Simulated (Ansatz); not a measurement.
```yaml
crystal:
  lattice:
    - [4.80887, 0.00000, 0.00000]
    - [0.00000, 4.80887, 0.00000]
    - [0.00000, 0.00000, 4.13455]
  atoms:
    - { symbol: W, position: [0.00000, 0.00000, 0.00000] }
    - { symbol: W, position: [0.50000, 0.50000, 0.50000] }
    - { symbol: F, position: [0.31401, 0.31401, 0.00000] }
    - { symbol: F, position: [0.68599, 0.68599, 0.00000] }
    - { symbol: F, position: [0.81401, 0.18599, 0.50000] }
    - { symbol: F, position: [0.18599, 0.81401, 0.50000] }
```

Space group P4₂/mnm; started from the rutile prototype, which need not be the ambient phase; the SCF solution may not be the lowest one; Hubbard U of 6.2 eV on W d only; the program warned that another magnetic order may lie lower; spin-polarised.

Computed with DFT r2SCAN+U, scalar-relativistic, plane waves, PAW in Ansatz.

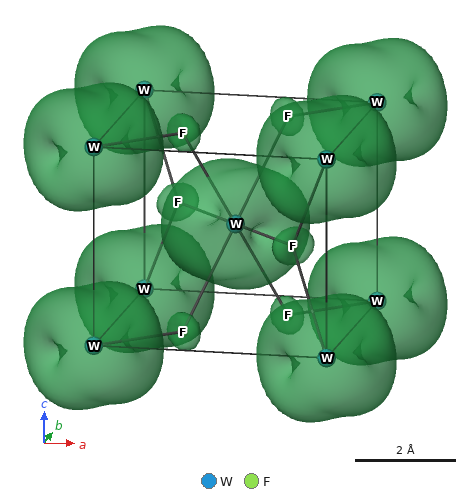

WF2. Isosurface of the spin density (up minus down) at +0.08 e/Å³ (green), seen slightly off an axis. Sticks mark near contacts.

Core electrons are frozen (PAW), and the valence fields are smoothed inside the atomic spheres.

**Describe the spin distribution.**

The spin density sits on W: +2.0 μB (×2) in one cell of 6 atoms, with smaller moments on other sites: F (up to +0.05 μB): parallel main moments (a ferromagnetic arrangement) in this solution. The cell of the calculation (6 atoms) carries 8.0 μB of net spin moment.
